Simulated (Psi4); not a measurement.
# BH2SCl (SMILES SBCl): CCSD(T)/def2-SVPD

Aim: the energy change on altering one bond length of BH2SCl at CCSD(T)/def2-SVPD, from 2 runs. 

The calculation is run with Psi4 1.11.

4 further runs of the same task are left out: 4 that didn't finish.

## 1. The molecule

BH2SCl has 5 atoms, charge 0, and is taken as a singlet. SMILES: `SBCl`. The shape is that of a PBE0-D4/def2-TZVP optimisation. This is one conformer, not always the lowest.

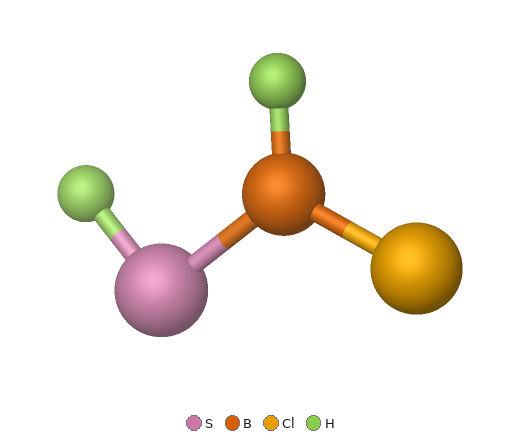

Viewed from a chosen angle; sulfur pink, boron orange, chlorine amber, hydrogen green.

## 2. A single-point energy at CCSD(T)/def2-SVPD

Input file bclh2s.xyz:

```xyz
5
BClH2S
S     -1.294500    -0.008800    -0.323500
B      0.402900    -0.217800     0.164700
Cl     0.888700    -1.738900     0.868900
H     -1.157600     1.248200    -0.777100
H      1.210400     0.643400     0.025700
```

Input file bclh2s.py:

```python
import psi4

psi4.set_memory('1600 MB')
psi4.set_num_threads(1)
psi4.core.set_output_file('psi4.out', False)

with open('bclh2s.xyz') as f:
    atoms = ''.join(f.readlines()[2:])
mol = psi4.geometry('0 1\n' + atoms + 'symmetry c1\nno_reorient\nno_com')

options = {'basis': 'def2-SVPD', 'puream': True, 'e_convergence': 1e-09, 'd_convergence': 1e-08, 'scf_type': 'pk', 'num_frozen_docc': 11}
psi4.set_options(options)

e_tot = psi4.energy("ccsd(t)", molecule=mol)
print(f'ccsd(t) energy: {e_tot:.10f} Eh')
```

Command:

```bash
$ python bclh2s.py
```

psi4.out:

```text
[...]
  Running in c1 symmetry.
[...]
  Nuclear repulsion =  115.979431471867386
[...]
  Multiplicity = 1
[...]
  Nalpha       = 20
  Nbeta        = 20
[...]
    Number of basis functions: 90
[...]
   @RHF iter   1:  -882.63542638986064   -3.07700e-01   2.14465e-03 ADIIS/DIIS
[...]
   @RHF iter  12:  -882.66888437579155   -3.63798e-12   2.90121e-09 DIIS
[...]
    Orbital Energies [Eh]
    ---------------------
    Doubly Occupied:
       1A   -104.811414     2A    -91.949797     3A    -10.572970
       4A     -8.983388     5A     -8.047686     6A     -8.045482
       7A     -8.044974     8A     -7.696417     9A     -6.671193
      10A     -6.670048    11A     -6.668820    12A     -1.124456
      13A     -1.002138    14A     -0.686829    15A     -0.612819
      16A     -0.546560    17A     -0.500283    18A     -0.497777
      19A     -0.443365    20A     -0.406868
[...]
  @RHF Final Energy:  -882.66888437579155
   => Energetics <=
    Nuclear Repulsion Energy =            115.9794314718673860
    One-Electron Energy =               -1449.3300665999847752
    Two-Electron Energy =                 450.6817507523257405
    Total Energy =                       -882.6688843757915492
[...]
 Multipole Moments:
 ------------------------------------------------------------------------------------
     Multipole            Electronic (a.u.)      Nuclear  (a.u.)        Total (a.u.)
 ------------------------------------------------------------------------------------
 L = 1.  Multiply by 2.5417464519 to convert [e a0] to [Debye]
 Dipole X            :          6.6753491           -6.6835834           -0.0082343
 Dipole Y            :         55.2686152          -54.6121402            0.6564751
 Dipole Z            :        -18.5245017           18.2687383           -0.2557634
 Magnitude           :                                                    0.7045866
[...]
      * MP2 total energy                      = -883.043427021393995
[...]
      * CCSD total energy                     = -883.080390377933895
[...]
      * CCSD(T) total energy                  = -883.094181201786000
```

The script printed:

```text
ccsd(t) energy: -883.0941812018 Eh
```

Wall time 24 s (1 thread of AMD EPYC 7R43 (Zen 3), shared host); peak memory 0.57 GiB.

## 3. The distorted shape at the same level

Input file bclh2s.json:

```json
{
 "schema_name": "qcschema_input",
 "schema_version": 1,
 "molecule": {
  "schema_name": "qcschema_molecule",
  "schema_version": 2,
  "symbols": ["S", "B", "Cl", "H", "H"],
  "geometry": [-4.27743099, -1.96958595, -0.29611441, -1.06980986, -2.36453871, 0.62644988, -0.15178091, -5.23900112, 1.95719502, -4.01872748, 0.40579979, -1.15329418, 2.2873245, 1.21584979, 0.04856596],
  "molecular_charge": 0,
  "molecular_multiplicity": 1,
  "fix_symmetry": "c1",
  "fix_com": true,
  "fix_orientation": true
 },
 "driver": "energy",
 "model": {
  "method": "ccsd(t)",
  "basis": "def2-SVPD"
 },
 "keywords": {
  "reference": "rhf",
  "puream": true,
  "e_convergence": 1e-09,
  "d_convergence": 1e-08,
  "scf_type": "pk",
  "num_frozen_docc": 11
 }
}
```

Command:

```bash
$ psi4 --qcschema bclh2s.json -n 1 --memory 1600MB
```

stdout:

```text
[...]
  Running in c1 symmetry.
[...]
  Nuclear repulsion =  112.505996921763980
[...]
  Multiplicity = 1
[...]
  Nalpha       = 20
  Nbeta        = 20
[...]
    Number of basis functions: 90
[...]
   @RHF iter   1:  -882.43606391967660   -3.67165e-01   2.47030e-03 ADIIS/DIIS
[...]
   @RHF iter  12:  -882.47868173065012   -4.54747e-12   4.62962e-09 DIIS
[...]
    Orbital Energies [Eh]
    ---------------------
    Doubly Occupied:
       1A   -104.850626     2A    -91.983730     3A    -10.611077
       4A     -9.016512     5A     -8.085765     6A     -8.083294
       7A     -8.082967     8A     -7.793641     9A     -6.704168
      10A     -6.703135    11A     -6.701710    12A     -1.157771
      13A     -1.030936    14A     -0.695200    15A     -0.599618
      16A     -0.545484    17A     -0.531354    18A     -0.510529
      19A     -0.433654    20A     -0.325227
[...]
  @RHF Final Energy:  -882.47868173065012
   => Energetics <=
    Nuclear Repulsion Energy =            112.5059969217639804
    One-Electron Energy =               -1441.0765620742176907
    Two-Electron Energy =                 446.0918834218036864
    Total Energy =                       -882.4786817306501234
[...]
 Multipole Moments:
 ------------------------------------------------------------------------------------
     Multipole            Electronic (a.u.)      Nuclear  (a.u.)        Total (a.u.)
 ------------------------------------------------------------------------------------
 L = 1.  Multiply by 2.5417464519 to convert [e a0] to [Debye]
 Dipole X            :         77.2058231          -78.0996236           -0.8938005
 Dipole Y            :        130.5211365         -130.7774382           -0.2563018
 Dipole Z            :        -30.6776470           30.5620060           -0.1156411
 Magnitude           :                                                    0.9369860
[...]
      * MP2 total energy                      = -882.875747004141999
[...]
      * CCSD total energy                     = -882.927808799993386
[...]
      * CCSD(T) total energy                  = -882.949984998072978
[...]
```

The result, in JSON:

```text
{
 "driver": "energy",
 "model": {
  "method": "ccsd(t)",
  "basis": "def2-SVPD"
 },
 "success": true,
 "return_result": -882.949984998073,
 "properties": {
  "calcinfo_nbasis": 90,
  "calcinfo_nmo": 90,
  "calcinfo_nalpha": 20,
  "calcinfo_nbeta": 20,
  "calcinfo_natom": 5,
  "nuclear_repulsion_energy": 112.50599692176398,
  "return_energy": -882.949984998073,
  "scf_one_electron_energy": -1441.0765620742177,
  "scf_two_electron_energy": 446.0918834218037,
  "scf_dipole_moment": [-0.8938004749831663, -0.2563017570175248, -0.1156410547274902],
  "scf_total_energy": -882.4786817306501,
  "scf_iterations": 12,
  "mp2_same_spin_correlation_energy": -0.09612106618761429,
  "mp2_opposite_spin_correlation_energy": -0.30094420730116406,
  "mp2_singles_energy": -9.296620785323717e-27,
  "mp2_doubles_energy": -0.39706527348877835,
  "mp2_correlation_energy": -0.39706527348877835,
  "mp2_total_energy": -882.875747004142,
  "ccsd_same_spin_correlation_energy": -0.08954592581946569,
  "ccsd_opposite_spin_correlation_energy": -0.3595811435207626,
  "ccsd_singles_energy": 0.0,
  "ccsd_doubles_energy": -0.4491270693402283,
  "ccsd_correlation_energy": -0.449127069340228,
  "ccsd_total_energy": -882.9278087999934,
  "ccsd_iterations": 17,
  "ccsd_prt_pr_correlation_energy": -0.47130326741974576,
  "ccsd_prt_pr_total_energy": -882.949984998073
 }
}
```

It took 24 s on 1 thread of AMD EPYC 7R43 (Zen 3), shared host; peak memory 0.58 GiB.

## 4. Summary of results

Level: CCSD(T)/def2-SVPD, 11 core orbitals frozen.

| quantity | value |
| --- | --- |
| first shape: total energy | -883.09418 Eh |
| first shape: HOMO energy (Hartree–Fock orbitals) | -11.07 eV |
| first shape: LUMO energy (Hartree–Fock orbitals) | 1.76 eV |
| first shape: HOMO–LUMO gap (Hartree–Fock orbitals) | 12.83 eV |
| first shape: correlation energy (11 core orbitals frozen) | -425.3 mEh |
| first shape: (T) correction | -13.79 mEh |
| first shape: T1 diagnostic | 0.014 |
| distorted shape: total energy | -882.94998 Eh |
| distorted shape: HOMO energy (Hartree–Fock orbitals) | -8.85 eV |
| distorted shape: LUMO energy (Hartree–Fock orbitals) | -0.07 eV |
| distorted shape: HOMO–LUMO gap (Hartree–Fock orbitals) | 8.78 eV |
| distorted shape: correlation energy (11 core orbitals frozen) | -471.3 mEh |
| distorted shape: (T) correction | -22.18 mEh |
| distorted shape: T1 diagnostic | 0.030 |
| energy change with the B2–H5 bond stretched from 1.189 to 2.615 Å | 3.924 eV |

In words: With the B2–H5 bond stretched from 1.189 to 2.615 Å the energy rises by 3.92 eV (90 kcal/mol). The first shape isn't relaxed at this level, so the change isn't measured from a minimum. The triples (first shape) make up 3.2 % of the correlation energy. The T1 diagnostic (distorted shape) of 0.030 is above the customary mark for such species, so a single reference may not serve. The triples (distorted shape) make up 4.7 % of the correlation energy.
